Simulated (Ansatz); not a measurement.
**[Cu(NH3)3]+ (CuN3H9+): structure and electronic state**

What does [Cu(NH3)3]+ (CuN3H9+) look like as a singlet, and where do its frontier electrons sit?

Method: RKS PBE0-D4/def2-TZVP; program: Ansatz 0.2.0, Gaussian basis.

Levels to be run: relaxation at PBE-D4/def2-SVP; a search for the lowest solution at PBE0-D4/def2-SVP; a single point at PBE0-D4/def2-TZVP.

## Step 1: Where the work starts

13 atoms, charge 1, spin multiplicity 1.

Atoms are counted from 1 here; the program's logs count them from 0.

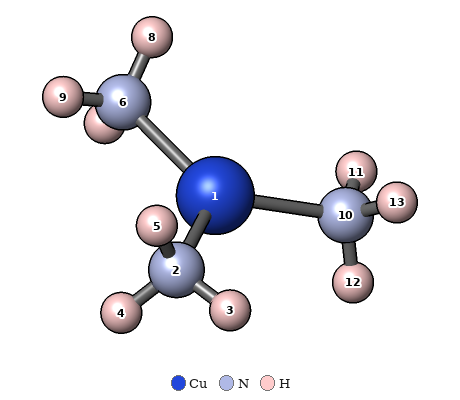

Start geometry, drawn with copper blue, nitrogen light blue, hydrogen pink; atoms are numbered from 1 in the order of the file.

As a file:

```
Cu   -0.00439   -0.00265   -0.00359
N     2.04045   -0.00173   -0.01302
H     2.41070   -0.94532   -0.07015
H     2.40043    0.42434    0.83559
H     2.39743    0.52229   -0.80593
N    -1.01512    1.77438   -0.00256
H    -1.54932    1.88114    0.85440
H    -1.66033    1.82260   -0.78511
H    -0.37869    2.56208   -0.07412
N    -1.02578   -1.77276    0.01338
H    -2.02890   -1.62228   -0.02912
H    -0.82372   -2.29391    0.86115
H    -0.76275   -2.34820   -0.78093
```

Formally the metal is d10. No spin-orbit coupling is included. The ion is computed in the gas phase, without counter-ions or solvent.

The start is a GFN2-xTB geometry.

## Step 2: Optimising with PBE-D4/def2-SVP

The input, in.yaml:

```yaml
crystal:
  periodic: [false, false, false]
  atoms:
    - {symbol: Cu, position_ang: [-0.004390, -0.002650, -0.003590]}
    - {symbol: N, position_ang: [2.040450, -0.001730, -0.013020]}
    - {symbol: H, position_ang: [2.410700, -0.945320, -0.070150]}
    - {symbol: H, position_ang: [2.400430, 0.424340, 0.835590]}
    - {symbol: H, position_ang: [2.397430, 0.522290, -0.805930]}
    - {symbol: N, position_ang: [-1.015120, 1.774380, -0.002560]}
    - {symbol: H, position_ang: [-1.549320, 1.881140, 0.854400]}
    - {symbol: H, position_ang: [-1.660330, 1.822600, -0.785110]}
    - {symbol: H, position_ang: [-0.378690, 2.562080, -0.074120]}
    - {symbol: N, position_ang: [-1.025780, -1.772760, 0.013380]}
    - {symbol: H, position_ang: [-2.028900, -1.622280, -0.029120]}
    - {symbol: H, position_ang: [-0.823720, -2.293910, 0.861150]}
    - {symbol: H, position_ang: [-0.762750, -2.348200, -0.780930]}
basis:
  gaussian: {orbitals: def2-SVP}
total_charge: 1
hamiltonian: {xc: pbe, dispersion: d4}
scf: {lower_state_search: "off"}
output: {orbitals: {seedname: orbitals}}
relax: {f_tol: 0.02, max_steps: 100}
```

Launch:

```console
$ ansatz run in.yaml --threads 4 --pin off --events-out ev --progress --plain --max-ram 3916MiB
```

Log, cut to the lines that bear on the results:

```text
Functional definition: PBE
  name "PBE"
  cite "Perdew, Burke & Ernzerhof, Phys. Rev. Lett. 77, 3865 (1996) doi:10.1103/PhysRevLett.77.3865"
  parent pbe
[...]
1422 factors; their error is unknown
[...]
mean field -49232.06583503 eV, -1809.2450487446 hartree, gradient 1.6e-6 eV, S^2 0.000000; 0 other end points of the search recorded, 0 dependent functions left out
[...]
reference -49232.06590397 eV, -1809.2450512782 hartree; 29, 29 occupied and 89, 89 virtual orbitals, 1422 factors
relax step   1: F+E_penalty+E_count = -49232.24392335 eV  Δ(F+E_penalty+E_count) = +0.000e0 eV  max|allowed force component| = 1.033e0 eV/Å  Δτ_max = 0.0000 Å  (20 SCF iters, accepted)
[...]
relax step   3: F+E_penalty+E_count = -49232.32030365 eV  Δ(F+E_penalty+E_count) = -2.044e-2 eV  max|allowed force component| = 4.510e-2 eV/Å  Δτ_max = 0.0384 Å  (19 SCF iters, accepted)
[...]
relax step   4: F+E_penalty+E_count = -49232.32094267 eV  Δ(F+E_penalty+E_count) = -6.390e-4 eV  max|allowed force component| = 3.511e-3 eV/Å  Δτ_max = 0.0074 Å  (20 SCF iters, accepted)
Total energy: -49232.32101028 eV, -1809.2544262622 hartree
Atom 0 at    -0.004436    -0.002600    -0.002865 Å, force    -0.003194    -0.001807     0.001334 eV/Å
Atom 1 at     2.036943    -0.008124    -0.013055 Å, force     0.003511    -0.000845     0.000162 eV/Å
Atom 2 at     2.465365    -0.945138    -0.049646 Å, force    -0.000248     0.001905     0.000192 eV/Å
Atom 3 at     2.443105     0.441592     0.821943 Å, force    -0.001265    -0.000453    -0.002253 eV/Å
Atom 4 at     2.437735     0.503116    -0.814473 Å, force    -0.000720    -0.001149     0.001437 eV/Å
Atom 5 at    -1.008531     1.773599    -0.002717 Å, force    -0.000685     0.001539     0.000253 eV/Å
Atom 6 at    -1.585944     1.907019     0.841812 Å, force     0.001146    -0.000856    -0.002195 eV/Å
Atom 7 at    -1.664920     1.865633    -0.793245 Å, force     0.001494     0.000039     0.001296 eV/Å
Atom 8 at    -0.407174     2.609531    -0.052844 Å, force    -0.001408    -0.001444     0.000223 eV/Å
Atom 9 at    -1.028854    -1.765784     0.013236 Å, force    -0.000569     0.000703     0.000167 eV/Å
Atom 10 at    -2.054968    -1.668316    -0.009173 Å, force     0.002160    -0.000449     0.000140 eV/Å
Atom 11 at    -0.830367    -2.337249     0.848971 Å, force     0.000285     0.001459    -0.002257 eV/Å
Atom 12 at    -0.797943    -2.373299    -0.787953 Å, force    -0.000506     0.001358     0.001501 eV/Å
Dipole moment:     0.001736     0.001009     0.003495 e Å
Checks for a lower state left out: stability, starts, cluster_reference, orbital_swaps, neighbouring_geometries, increment
```

Wall time 4 s (4 threads of Arm Neoverse V1, shared host).

Step by step:

| step | energy from step 1 (eV) | largest force component (eV/Å) |
| --- | --- | --- |
| 1 | 0.0000 | 1.0332 |
| 2 | -0.0559 | 0.5256 |
| 3 | -0.0764 | 0.0451 |
| 4 | -0.0770 | 0.0035 |

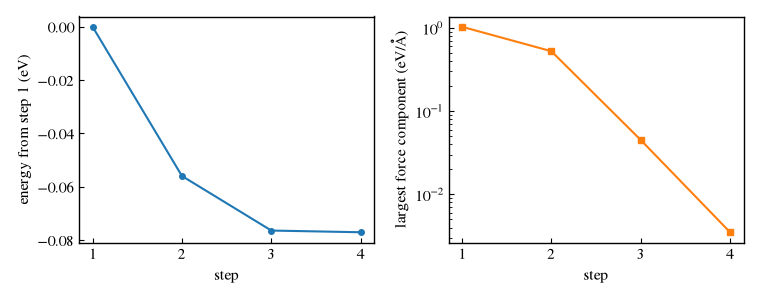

Energy and largest force along the relaxation.

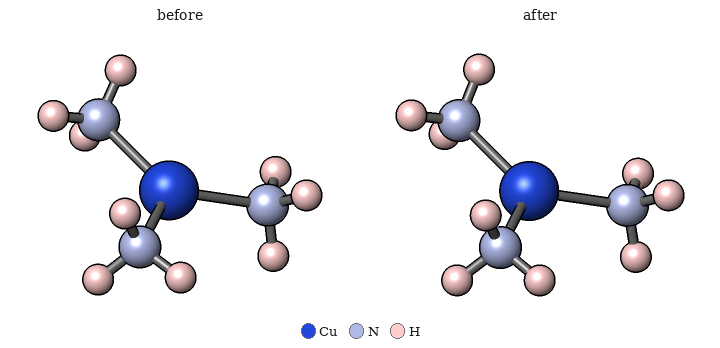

The geometry before (left) and after (right).

Close pairs (by a distance rule), those that changed most:

| bond | before (Å) | after (Å) | change (Å) |
| --- | --- | --- | --- |
| N2–H5 | 1.015 | 1.032 | +0.016 |
| N6–H7 | 1.015 | 1.032 | +0.016 |
| N10–H12 | 1.015 | 1.032 | +0.016 |
| N6–H8 | 1.015 | 1.032 | +0.016 |
| N2–H4 | 1.016 | 1.032 | +0.016 |
| N10–H13 | 1.016 | 1.032 | +0.016 |
| N6–H9 | 1.015 | 1.031 | +0.016 |
| N10–H11 | 1.015 | 1.031 | +0.016 |

Bonds by kind at the end (by distance):

| bond | count | shortest (Å) | longest (Å) |
| --- | --- | --- | --- |
| Cu–N | 3 | 2.039 | 2.041 |
| H–N | 9 | 1.031 | 1.032 |

## Step 3: Searching for the lowest solution, PBE0-D4/def2-SVP

start.molden holds the orbitals of an earlier run on this state, given as this run's starting guess.

The input, in.yaml:

```yaml
crystal:
  periodic: [false, false, false]
  atoms:
    - {symbol: Cu, position_ang: [-0.004436, -0.002600, -0.002865]}
    - {symbol: N, position_ang: [2.036943, -0.008124, -0.013055]}
    - {symbol: H, position_ang: [2.465365, -0.945138, -0.049646]}
    - {symbol: H, position_ang: [2.443105, 0.441592, 0.821943]}
    - {symbol: H, position_ang: [2.437735, 0.503116, -0.814473]}
    - {symbol: N, position_ang: [-1.008531, 1.773599, -0.002717]}
    - {symbol: H, position_ang: [-1.585944, 1.907019, 0.841812]}
    - {symbol: H, position_ang: [-1.664920, 1.865633, -0.793245]}
    - {symbol: H, position_ang: [-0.407174, 2.609531, -0.052844]}
    - {symbol: N, position_ang: [-1.028854, -1.765784, 0.013236]}
    - {symbol: H, position_ang: [-2.054968, -1.668316, -0.009173]}
    - {symbol: H, position_ang: [-0.830367, -2.337249, 0.848971]}
    - {symbol: H, position_ang: [-0.797943, -2.373299, -0.787953]}
basis:
  gaussian: {orbitals: def2-SVP, initial_orbitals: start.molden}
total_charge: 1
hamiltonian: {xc: pbe0, dispersion: d4}
output: {orbitals: {seedname: orbitals}}
```

The command is unchanged.

Log:

```text
Functional definition: PBE0
  name "PBE0"
  cite "Adamo & Barone, J. Chem. Phys. 110, 6158 (1999) doi:10.1063/1.478522"
  cite "Perdew, Burke & Ernzerhof, Phys. Rev. Lett. 77, 3865 (1996) doi:10.1103/PhysRevLett.77.3865"
  parent pbe
  parameter a = 0.25
  parameter kappa = 0.804
  parameter beta = 0.06672455060314922
  exchange = (1 - a)*pbe_x(kappa = kappa, mu = beta*pi^2/3) + a*exact_x
  correlation = pbe_c(beta = beta)
1246 factors; integrals over basis functions are off by at most 1.2e-3 eV
mean field evaluation 1: about -49232.4118 eV, gradient 7.0e0 eV
mean field evaluation 2: about -49232.5319 eV, gradient 3.0e-1 eV
mean field evaluation 4: about -49232.8800 eV, gradient 1.0e-2 eV
mean field evaluation 8: about -49207.1178 eV, gradient 1.2e2 eV
mean field evaluation 16: about -49232.8758 eV, gradient 1.2e0 eV
mean field -49232.87999920 eV, -1809.2749687259 hartree, gradient 5.7e-5 eV, S^2 0.000000; 1 other end points of the search recorded, 0 dependent functions left out
reference -49232.88004351 eV, -1809.2749703544 hartree; 29, 29 occupied and 89, 89 virtual orbitals, 1246 factors
Total energy: -49233.03068906 eV, -1809.2805064763 hartree
```

Run time: 1.9 s. Hardware: 4 threads of Arm Neoverse V1, shared host.

From the report: HOMO -9.52 eV, LUMO -4.06 eV.

## Step 4: Single point, PBE0-D4/def2-TZVP

Changes to in.yaml since step 3:

```diff
@@ -17,5 +17,6 @@
 basis:
-  gaussian: {orbitals: def2-SVP, initial_orbitals: start.molden}
+  gaussian: {orbitals: def2-TZVP, initial_orbitals: start.molden}
 total_charge: 1
 hamiltonian: {xc: pbe0, dispersion: d4}
-output: {orbitals: {seedname: orbitals}}
+scf: {omitted_lower_state_checks: [starts]}
+output: {forces: true, orbitals: {seedname: orbitals}}
```

Launched as before.

Log, cut to the lines that bear on the results:

```text
Functional definition: PBE0
  name "PBE0"
  cite "Adamo & Barone, J. Chem. Phys. 110, 6158 (1999) doi:10.1063/1.478522"
  cite "Perdew, Burke & Ernzerhof, Phys. Rev. Lett. 77, 3865 (1996) doi:10.1103/PhysRevLett.77.3865"
  parent pbe
[...]
1403 factors; their error is unknown
[...]
mean field -49244.70837395 eV, -1809.7096534805 hartree, gradient 3.6e-6 eV, S^2 0.000000; 0 other end points of the search recorded, 0 dependent functions left out
[...]
reference -49244.70840786 eV, -1809.7096547265 hartree; 29, 29 occupied and 163, 163 virtual orbitals, 1403 factors
Total energy: -49244.85905341 eV, -1809.7151908484 hartree
Atom 0 at    -0.004436    -0.002600    -0.002865 Å, force     0.000298     0.000268     0.001730 eV/Å
Atom 1 at     2.036943    -0.008124    -0.013055 Å, force     0.946860     0.023469    -0.002258 eV/Å
[...]
Atom 4 at     2.437735     0.503116    -0.814473 Å, force    -0.285823    -0.304520     0.463775 eV/Å
Atom 5 at    -1.008531     1.773599    -0.002717 Å, force    -0.491172     0.808785     0.003153 eV/Å
Atom 6 at    -1.585944     1.907019     0.841812 Å, force     0.368042    -0.120553    -0.489616 eV/Å
Atom 7 at    -1.664920     1.865633    -0.793245 Å, force     0.413893    -0.095281     0.456762 eV/Å
Atom 8 at    -0.407174     2.609531    -0.052844 Å, force    -0.327531    -0.533228     0.029043 eV/Å
Atom 9 at    -1.028854    -1.765784     0.013236 Å, force    -0.452133    -0.829439     0.009304 eV/Å
Atom 10 at    -2.054968    -1.668316    -0.009173 Å, force     0.625727    -0.014428     0.012529 eV/Å
Atom 11 at    -0.830367    -2.337249     0.848971 Å, force    -0.094437     0.382042    -0.485108 eV/Å
Atom 12 at    -0.797943    -2.373299    -0.787953 Å, force    -0.114112     0.402615     0.463212 eV/Å
Dipole moment:     0.001582     0.000959     0.004033 e Å
Checks for a lower state left out: starts
```

It took 3.6 s on 4 threads of Arm Neoverse V1, shared host.

Report: HOMO -10.18 eV, LUMO -4.27 eV.

Mulliken charges, from this run's orbitals:

Cu1 0.40; N2 -0.67; H3 0.29; H4 0.29; H5 0.29; N6 -0.67; H7 0.29; H8 0.29; H9 0.29; N10 -0.67; H11 0.29; H12 0.29; H13 0.29

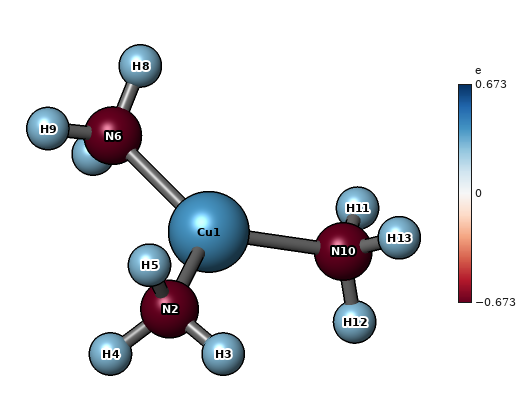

Mulliken charges, from this run's orbitals, as colours on the atoms.

Largest Mayer bond orders: N2–H3 0.91; N2–H4 0.91; N2–H5 0.91; N6–H7 0.91; N6–H8 0.91; N6–H9 0.91; N10–H11 0.91; N10–H12 0.91; N10–H13 0.91; Cu1–N10 0.39.

Orbitals, density, ELF and potential are computed afterwards from the orbital file.

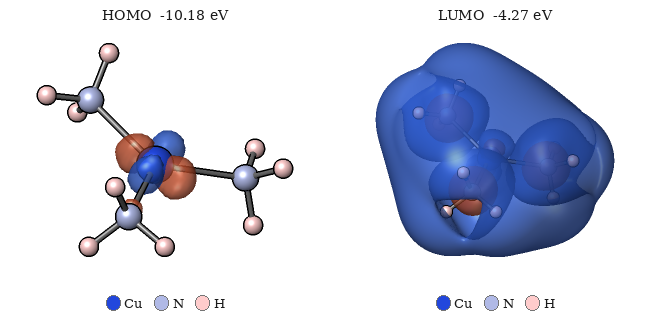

Frontier orbitals at PBE0-D4/def2-TZVP; each surface holds 70 % of the orbital's density, blue and red mark the sign.

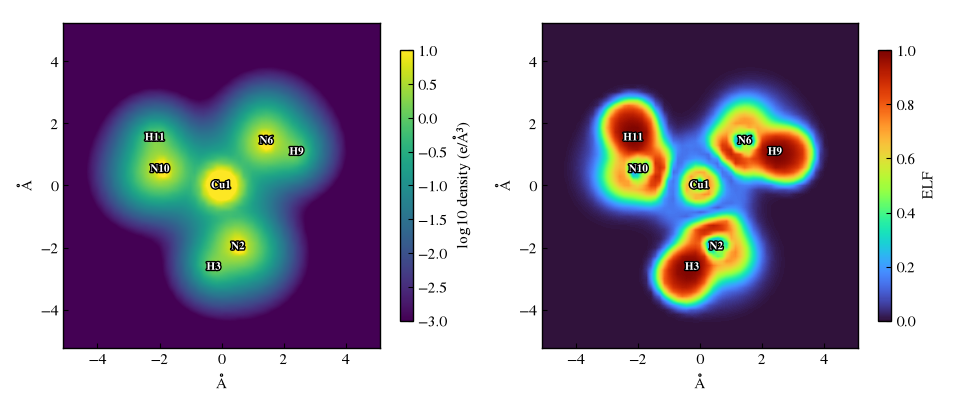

Density (left) and ELF (right) in a plane through or near 7 of the atoms.

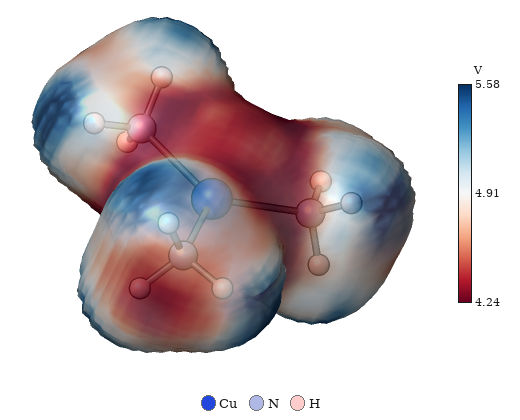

Electrostatic potential on the surface of density 0.002 e/bohr³; red is low, blue high. It runs from 4.24 to 5.58 V.

## Step 5: What came out

| quantity | value |
| --- | --- |
| point group | C3h |
| near neighbours of the metal | N 2.04, N 2.04, N 2.04 Å |
| HOMO, LUMO at PBE0-D4/def2-TZVP | -10.18, -4.27 eV |
| charge on the metal (Mulliken, PBE0-D4/def2-TZVP) | +0.40 e |

**Reading.** The molecule keeps its bonding pattern by the stored test; the atoms moved 0.04 Å (rms). The Mulliken charge of the metal, +0.40 e, depends on the basis and isn't its oxidation state. No usable vibrations, so a minimum isn't proven. The HOMO lies nearest to Cu1 83 % and the LUMO to Cu1 13 %; 9 H atoms about 9 % each. Whether this spin is the lowest isn't tested here.
